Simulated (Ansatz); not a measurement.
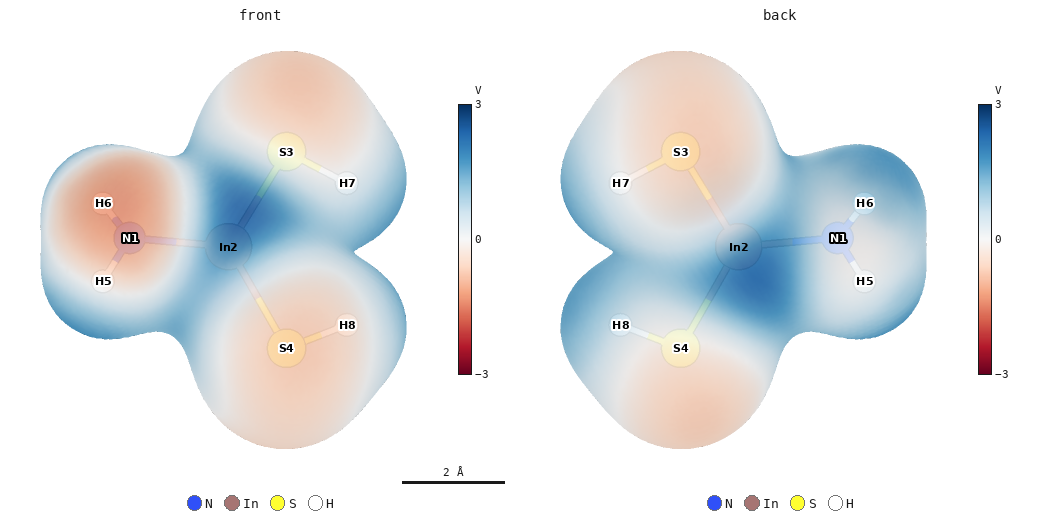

Figure. H$_{4}$InNS$_{2}$. The molecular electrostatic potential painted on the density surface at 0.002 e/bohr³, seen from the front and from behind; the colour scale runs from red (negative) to blue (positive).

Geometry: PBE0-D4/def2-TZVP; core potentials replace the inner electrons of In.

Method: RKS PBE0-D4/def2-TZVPP (Ansatz).

```csv
atom,x (Å),y (Å),z (Å)
N,-0.9576,1.7544,-0.3231
In,-0.0021,0.0180,0.0232
S,2.3637,-0.0702,-0.2287
S,-1.2383,-1.8365,0.8601
H,-1.9436,1.6978,-0.5332
H,-0.5167,2.3966,-0.9656
H,2.4460,-1.3441,0.1879
H,-0.1514,-2.6161,0.9794
```

Question: Describe the electrostatic potential map.

Answer: The most negative region (about −1.3 V) lies over N1, the most positive (about +2.3 V) over In2. N1 is the likeliest acceptor of a hydrogen bond.
